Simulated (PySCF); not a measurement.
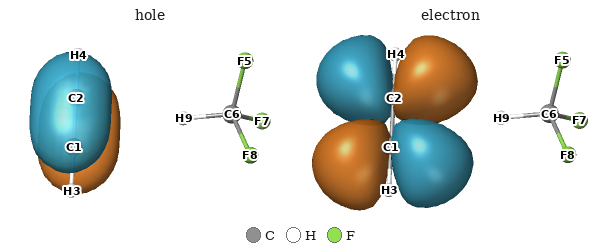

Figure. C3H3F3, SMILES `C#C.FC(F)F`. Leading natural transition orbital pair of S₁ (TDA singlet states); the surfaces enclose about 85 % of each orbital's density.

PySCF calculation, PBE0/def2-SVP, gas phase; geometry: GFN2-xTB. The pair's geometry is semi-empirical, so its contact may be too short or too long. Without diffuse functions Rydberg states are missing, so the states' numbers hold for this basis only.

Input

```python
import numpy as np
from pyscf import gto, scf, dft, tdscf
from pyscf.scf import atom_ks, atom_hf
from scipy.linalg import block_diag

def solve(mol, dm0=None, hcore=None):
    mf = (dft.UKS if mol.spin else dft.RKS)(mol, xc='pbe0')
    mf.grids.level = 3
    mf = mf.density_fit(auxbasis='def2-universal-jkfit')
    mf.conv_tol, mf.max_cycle = 1e-8, 80
    if hcore is not None:
        mf.get_hcore = lambda *args: hcore
    mf.kernel(dm0)
    if not mf.converged:
        mf = mf.newton().run(mf.mo_coeff, mf.mo_occ, max_cycle=30)
    assert mf.converged, 'SCF not converged'
    return mf

mol = gto.M(atom='''
C     -2.79162    -0.59757    -0.00714
C     -2.74493     0.59635    -0.00603
H     -2.83766    -1.64689    -0.00774
H     -2.71080     1.64617    -0.00441
F      1.23142     0.90450     0.86158
C      0.79947    -0.00787    -0.00412
F      1.28714     0.29491    -1.20358
F      1.29000    -1.18961     0.35770
H     -0.30607    -0.03297    -0.02543
''', basis='def2-svp', charge=0, spin=0, verbose=4)
mf = solve(mol)
td = mf.TDA()
td.nstates, td.singlet, td.conv_tol = 5, True, 1e-5
td.kernel()
td.analyze()
x, y = np.array([p[0] for p in td.xy]), np.array([p[1] + 0 * p[0] for p in td.xy])
f, mu = td.oscillator_strength(), td.transition_dipole()
nto = [td.get_nto(state=i + 1, verbose=4) for i in range(len(td.e))]
# spherically averaged free atoms, for the promolecule
atm = atom_ks.get_atm_nrks(mol, xc='pbe0')
pro = block_diag(*[(atm[a[0]][2] * atm[a[0]][3]) @ atm[a[0]][2].T for a in mol._atom])
np.savez('result.npz', e=td.e, f=f, ok=td.converged, w=[n[0] for n in nto], nto=[n[1] for n in nto], x=x, y=y, c=mf.mo_coeff, occ=mf.mo_occ, eps=mf.mo_energy, pro=pro, mu=mu)
```

Run with:

```sh
OMP_NUM_THREADS=1 python input.py
```

The run took 2.5 min on 1 thread of Arm Neoverse V1, with other jobs on the host, peak memory 0.55 GiB.

Question: Where does the state lie, and where do hole and electron sit?

Answer: 7.01 eV (177 nm), f = 0.000 (dark); the leading pair carries 73 %; hole on C1 and C2 (46 % each), electron on C1 and C2 (41 % each) and H3 and H4 (7 % each) (shares are of the whole state, not of the leading pair alone); their centroids lie 0.0 Å apart. In canonical orbitals it is mainly HOMO−1 → LUMO (73 %). The HOMO–LUMO gap is 9.46 eV.
